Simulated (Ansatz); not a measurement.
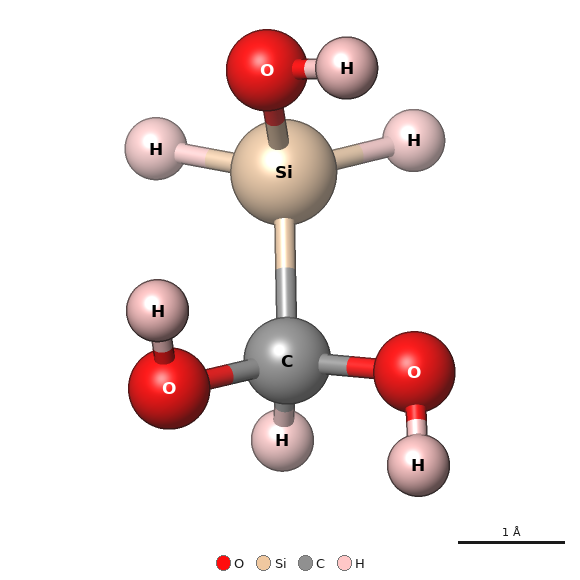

Distant atoms are faded towards the background colour. Computed geometry: PBE0-D4/def2-TZVP optimisation. No frequency run is at hand to confirm it as a minimum. Masses are those of the most abundant isotopes; constants are for the rigid equilibrium geometry.

Question: What kind of rotor is it, and what are its rotational constants in MHz?

Answer: An asymmetric top (C1): A = 5776, B = 2788, C = 2594 MHz. Ray's parameter κ is −0.88, close to the prolate limit.
